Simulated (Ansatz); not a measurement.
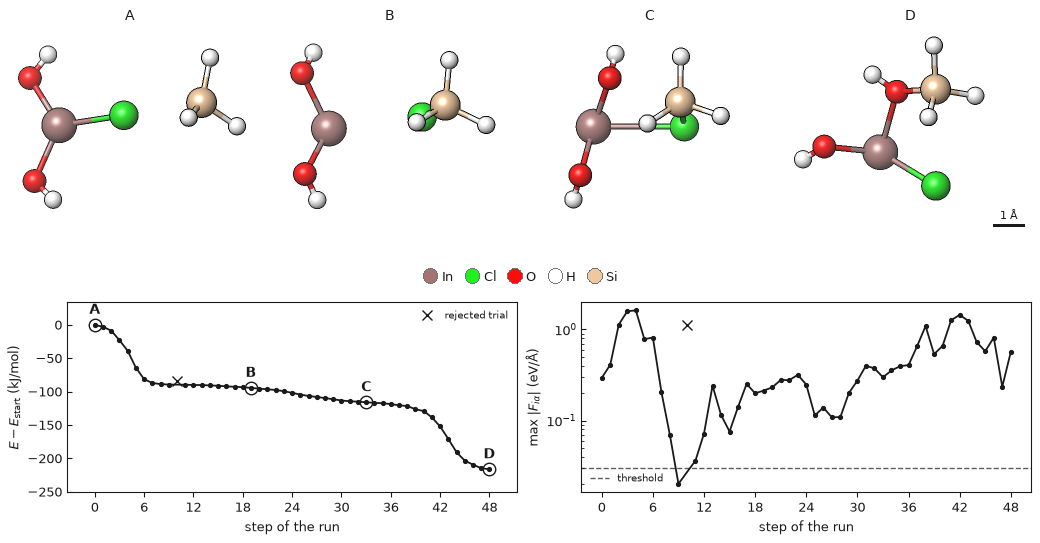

Frames of a relaxation of InSiH$_{5}$O$_{2}$Cl (multiplicity 2), marked on the history of the run. The picture is a ball-and-stick view, seen at a tilt.

The run prepares an end point of a later path (reaction) calculation, from a guessed geometry.

Level of theory: Ansatz 0.2.0, UKS PBE/def2-SVP. Settings: collinear spin; force threshold 0.03 eV/Å; at most 50 steps.

Question: Describe the path.

Answer: The relaxation stopped without meeting its thresholds, so the last structure isn't shown to be converged. The atom that moves furthest after the best rigid fit is an O atom (3.42 Å). Largest moves by element: O 3.42 Å, H 2.57 Å, Cl 2.56 Å, Si 1.89 Å, In 1.63 Å. Some distances before and after: O–Si 6.996 → 1.739 Å, In–O 2.010 → 2.377 Å, In–O 2.012 → 2.077 Å, Cl–In 2.431 → 2.466 Å. New bonds form, among them: O–Si (7.00 → 1.74 Å). Among the angles between lasting bonds that change: O–In–O 120.2° → 84.7°, Cl–In–O 120.5° → 87.8°, In–O–H 108.5° → 112.5°. After 47 accepted moves (48 points after the start) the energy has fallen by 216.4 kJ/mol. The largest force component goes from 0.29 to 0.57 eV/Å. The line search rejected the trial step at point 10 of the run. The forces were under the threshold at step 9, but the run went on from there. Cost: 120 s on 4 threads of Arm Neoverse V1, on a shared host, peak memory 0.21 GiB. From step 0 to 19: Cl and H atoms move most (1.34 Å), energy −94.4 kJ/mol. From step 19 to 33: an O atom moves most (1.91 Å), energy −21.5 kJ/mol. From step 33 to 48: an H atom moves most (1.80 Å), energy −100.4 kJ/mol.

```tsv
step	E − E(0), kJ/mol	largest force component, eV/Å	note
0	0.00	0.2947	
1	-2.92	0.4104	
2	-8.72	1.1338	
3	-23.02	1.5866	
4	-38.88	1.6192	
5	-64.22	0.7830	
6	-81.38	0.8155	
7	-87.06	0.2064	
8	-88.73	0.0693	
9	-89.40	0.0203	
10	-83.39	1.1109	rejected
12	-90.00	0.0721	
14	-90.65	0.1151	
16	-92.07	0.1418	
18	-93.39	0.1994	
20	-95.47	0.2314	
22	-97.49	0.2780	
24	-101.81	0.2486	
26	-106.53	0.1392	
28	-109.66	0.1094	
30	-113.33	0.2747	
32	-115.05	0.3742	
34	-116.71	0.3549	
36	-118.55	0.4065	
38	-121.49	1.0906	
40	-129.07	0.6622	
42	-152.19	1.4432	
44	-190.89	0.7267	
46	-209.41	0.8137	
48	-216.38	0.5666
```

Limits of the set-up: the start holds two separate molecules, 3.3 Å apart at their closest, whose relative position is a soft coordinate and is computed without a dispersion correction.
